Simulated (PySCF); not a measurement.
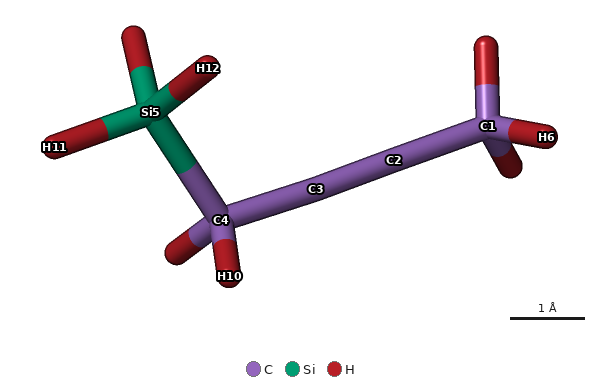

Fig. 1: The structure (stick view, seen at a tilt; atoms are numbered from 1 in the order of the input).

# C4H8Si: NMR shielding calculation

The run: NMR shielding calculation of C4H8Si. Method and program: GIAO CAM-B3LYP/pcSseg-2 NMR shielding, non-relativistic, gas phase (PySCF 2.14.0).

The geometry comes from this level: PBE0-D3(BJ)/def2-SVP. Figures and captions count atoms from 1; the log counts them from 0 in places.

Output:
```
coarse grid: 10928 points
cycle   1  E = -446.6156924322  dE =  3.443e-01  |g| = 3.292e-01  |ddm| = 2.530e+00
cycle   2  E = -446.6324774140  dE = -1.678e-02  |g| = 2.166e-01  |ddm| = 8.742e-01
cycle   3  E = -446.6444640617  dE = -1.199e-02  |g| = 3.287e-02  |ddm| = 5.527e-01
cycle   4  E = -446.6447678158  dE = -3.038e-04  |g| = 8.794e-03  |ddm| = 7.891e-02
cycle   5  E = -446.6447779661  dE = -1.015e-05  |g| = 5.695e-03  |ddm| = 1.579e-02
cycle   6  E = -446.6447851959  dE = -7.230e-06  |g| = 1.358e-03  |ddm| = 7.036e-03
final grid: 99736 points
cycle   7  E = -446.6565459450  dE = -3.626e-05  |g| = 3.462e-03  |ddm| = 5.017e-02
cycle   8  E = -446.6565446381  dE =  1.307e-06  |g| = 4.115e-03  |ddm| = 9.834e-03
cycle   9  E = -446.6565484593  dE = -3.821e-06  |g| = 9.169e-04  |ddm| = 5.409e-03
cycle  10  E = -446.6565486461  dE = -1.868e-07  |g| = 1.850e-04  |ddm| = 1.191e-03
cycle  11  E = -446.6565486544  dE = -8.315e-09  |g| = 3.772e-05  |ddm| = 2.367e-04
cycle  12  E = -446.6565486547  dE = -2.544e-10  |g| = 5.840e-06  |ddm| = 4.469e-05
```

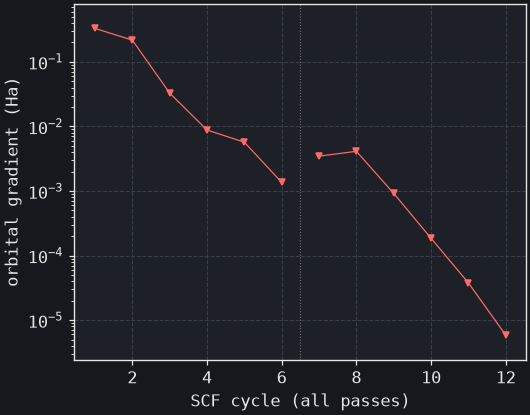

Fig. 2: Convergence of the self-consistent field: orbital gradient against the SCF cycle. The dotted line marks the change from a coarse to the final integration grid. The first 6 cycles use a coarse grid, the final grid takes over at cycle 7, and the field converges after 12 cycles in all.

```
converged SCF energy = -446.6565486547

GIAO shielding tensors (ppm)
atom      isotropic    diamagn.    paramagn.     s11        s22        s33       span
  0 C      179.399     235.977     -56.578    171.727    172.087    194.383     22.656
  1 C       98.901     265.494    -166.593      9.639     17.627    269.438    259.799
  2 C       99.277     261.415    -162.137      7.999     14.881    274.951    266.952
  3 C      183.279     243.774     -60.495    171.627    178.846    199.364     27.737
  4 Si     394.784     877.295    -482.510    363.772    377.201    443.380     79.608
  5 H       29.546      28.480       1.066     24.639     27.794     36.204     11.565
  6 H       29.526      29.425       0.100     24.484     28.028     36.066     11.582
  7 H       29.556      28.333       1.223     24.557     27.723     36.386     11.829
  8 H       29.753      30.289      -0.537     24.672     28.331     36.255     11.583
  9 H       29.761      29.815      -0.053     24.653     28.339     36.293     11.640
 10 H       27.371      28.175      -0.804     24.321     25.081     32.710      8.389
 11 H       27.439      28.804      -1.365     24.699     25.975     31.644      6.945
 12 H       27.436      29.039      -1.603     24.698     25.944     31.666      6.968
```

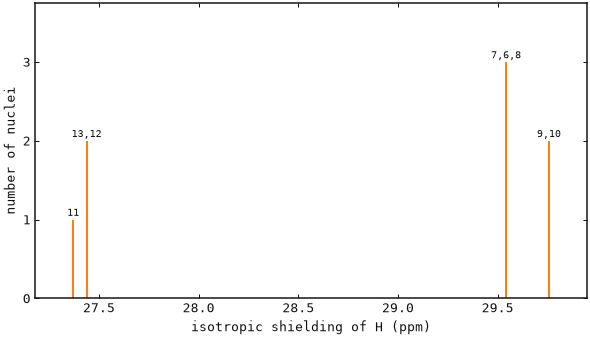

Fig. 3: Isotropic shieldings of the hydrogen nuclei in this fixed geometry, labelled by atom number; shielding grows to the right, so chemical shift grows to the left. The least shielded is H11 (27.4 ppm), the most shielded H10 (29.8 ppm).

The run was set up as follows.

Input file:
```
{"job": {"kind": "nmr", "xc": "CAM-B3LYP", "basis": "pcSseg-2", "pop": false}, "charge": 0, "multiplicity": 1}
C      2.759765     0.695946    -0.230686
C      1.482275     0.100590     0.128069
C      0.422461    -0.404234     0.434913
C     -0.874599    -0.959120     0.777365
Si    -2.277577     0.227182     0.297237
H      3.209758     1.216735     0.629250
H      2.645886     1.431152    -1.043045
H      3.476604    -0.068374    -0.569531
H     -1.040371    -1.921677     0.262797
H     -0.944386    -1.165547     1.859548
H     -3.594998    -0.369100     0.682209
H     -2.104258     1.528269     1.007950
H     -2.260727     0.461739    -1.176683
```

The first line tells a small driver script what to run in PySCF; the rest is the geometry in Å.

Launch command:
```bash
OMP_NUM_THREADS=1 python <driver script> task.json out
```

Results in brief:

- outcome: converged
- total energy: −446.656549 hartree
- HOMO: −8.27 eV
- LUMO: 1.06 eV
- dipole moment: 0.47 D
- isotropic shielding, C: 98.9 to 183.3 ppm
- isotropic shielding, Si: 394.8 ppm
- isotropic shielding, H: 27.4 to 29.8 ppm
- hardware: 1 CPU thread, shared host
- wall time: 46 s
- peak memory: 1.4 GiB
